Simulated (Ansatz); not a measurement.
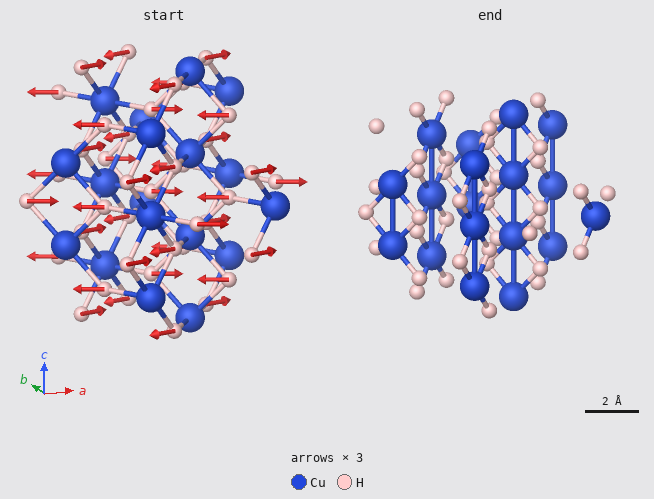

The structure of solid CuH₂ (a generated structure, set up in Pnnm) (coarse preliminary run) before (left) and after (right) a relaxation, at one scale. The red arrows give the displacements (the part carried along by the change of the cell is left out), magnified 3 times.

A ball-and-stick model of the atoms within 5.8 Å of the atom that moves most (axes of the cell of the calculation), seen slightly off an axis.

All numbers below come from DFT PBE, scalar-relativistic, plane waves, PAW in Ansatz 0.2.0. (plane-wave cutoff 420 eV; k-point mesh 4 × 4 × 6; occupations gaussian; smearing width 0.1 eV; no spin polarisation; cell and atoms relaxed; force threshold 0.04 eV/Å; at most 70 steps)

Describe what moved and what it gained.

After 11 accepted moves (12 points after the start) the energy has fallen by 845 meV per atom. Largest force component: 0.58 eV/Å at the start, 0.0047 eV/Å at the end. The pressure goes from −16.42 to −0.19 GPa. At 1 point the geometry stayed and the basis and grid were re-selected for the new cell (energy shift of 1.8 meV per atom at most each time). The largest moves relative to the cell, 0.41 Å, are those of H atoms. Cu stays in place. The volume changes by −32.9 %, with a 5.005 → 4.863 Å (−2.8 %), b 5.592 → 5.228 Å (−6.5 %), c 3.229 → 2.385 Å (−26.1 %). Among the contacts that change: Cu–Cu 3.229 → 2.385 Å, Cu–H 2.245 → 1.628 Å, Cu–H 2.245 → 2.471 Å. The space group stays Pnnm (No. 58).

Limits of the set-up: layers or molecules are held without a dispersion correction, so their spacing is unreliable.
